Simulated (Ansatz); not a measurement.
```yaml
atoms:
  - { symbol: In, position_ang: [-0.4241, -0.7266, -0.0036] }
  - { symbol: C, position_ang: [1.7511, -0.7121, 0.0005] }
  - { symbol: H, position_ang: [2.1176, -0.2512, 0.9326] }
  - { symbol: H, position_ang: [2.1278, -0.1001, -0.8352] }
  - { symbol: H, position_ang: [2.1748, -1.7238, -0.0811] }
  - { symbol: C, position_ang: [-1.4806, 1.1749, 0.0043] }
  - { symbol: H, position_ang: [-1.2876, 1.7087, -0.9409] }
  - { symbol: H, position_ang: [-1.1092, 1.8143, 0.8214] }
  - { symbol: H, position_ang: [-2.5671, 1.0468, 0.1180] }
  - { symbol: H, position_ang: [-1.3028, -2.2308, -0.0161] }
```

Geometry: r2SCAN-D4/def2-SVP; core potentials replace the inner electrons of In.

The calculation used Ansatz 0.2.0, RKS PBE0-D4/def2-TZVP.

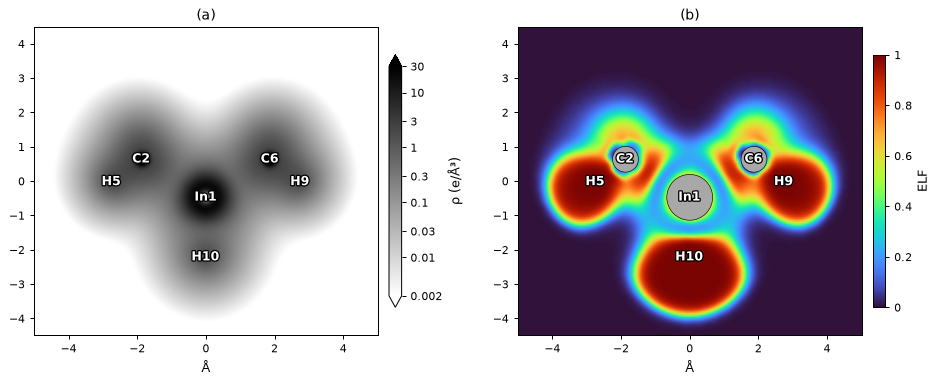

C2H7In (InMe2H). (a) electron density; (b) electron localisation function on the plane of atoms C2, In1 and H10. Grey discs cover the atomic cores in the ELF map.

Question: What do the fields say about this system?

Answer: Atoms in the plane: In, C and H.
C–In (2.18 Å): ρ at the midpoint is about 0.64 e/Å³; the ELF peaks at about 0.90 in the valence shell of C, 0.7 Å from its nucleus, and drops to about 0.20 between the two atoms.
C–H (1.10 Å): ρ is about 1.9 e/Å³ halfway; the ELF climbs to about 1 towards the hydrogen, as it does in any bond to H (a covalent bond by its length).
In–H (1.74 Å): ρ is about 1.1 e/Å³ halfway; the ELF climbs to about 1 towards the hydrogen.
